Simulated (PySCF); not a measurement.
F5I.

Method: B3LYP/def2-SVP; geometry: GFN2-xTB; program: PySCF. Core potentials replace the inner electrons of I; spin–orbit coupling isn't included. No frequency check shows the geometry to be a minimum. GFN2-xTB bond lengths at metals and heavier atoms can be off by up to 0.1 Å and shapes distorted, which carries into these values. Without diffuse functions Rydberg states are missing, so the states' numbers hold for this basis only.

Geometry (Å), atoms numbered from 1:

```
I1       0.0016   -0.0000   -0.3065
F2      -0.0090   -0.0000    1.5667
F3       0.5807   -1.8140    0.0610
F4       1.8139    0.5808    0.0639
F5      -0.5809    1.8141    0.0582
F6      -1.8142   -0.5808    0.0553
```

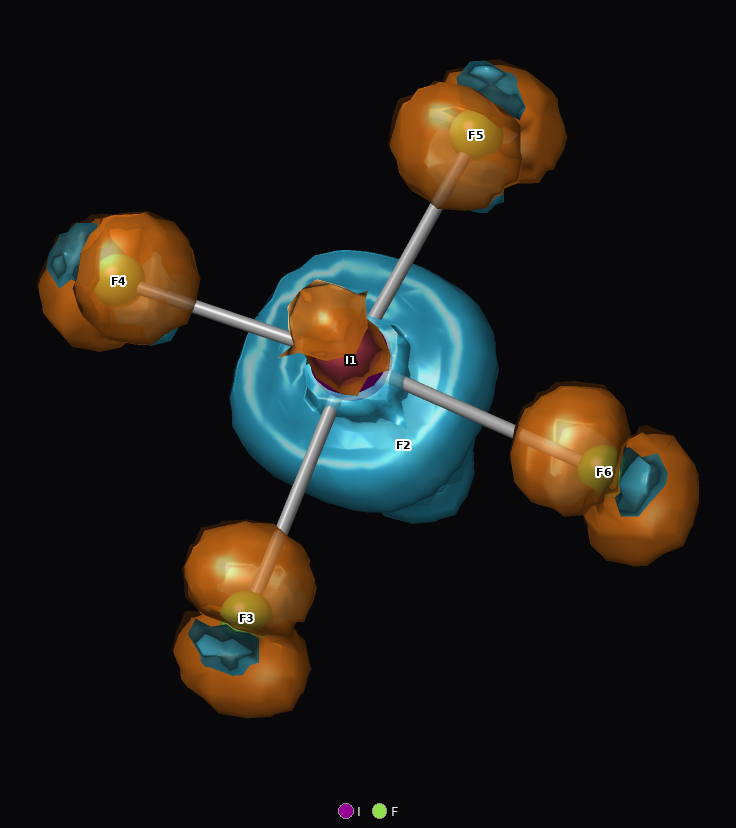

Unrelaxed difference density of S₁ less the ground state (TDA singlet states), ±0.06 e/Å³; light blue: gain, orange: loss.

Question: How does the charge move on excitation?

Answer: 0.73 e is displaced in all, of which about 0.5 e passes between atoms: F3, F4, F5 and F6 (0.14 e each) lose electrons and I1 (0.32 e) and F2 (0.23 e) gain them. The state: 6.30 eV (197 nm), f = 0.030; the leading pair carries 99 %; hole on F3, F4, F5 and F6 (20 % each) and I1 (20 %), electron on I1 (52 %), F2 (23 %) and F3, F4, F5 and F6 (6 % each); their centroids lie 0.2 Å apart.

Cost of the run: 110 s on 1 thread of Arm Neoverse V2, with other jobs on the host, peak memory 0.54 GiB.
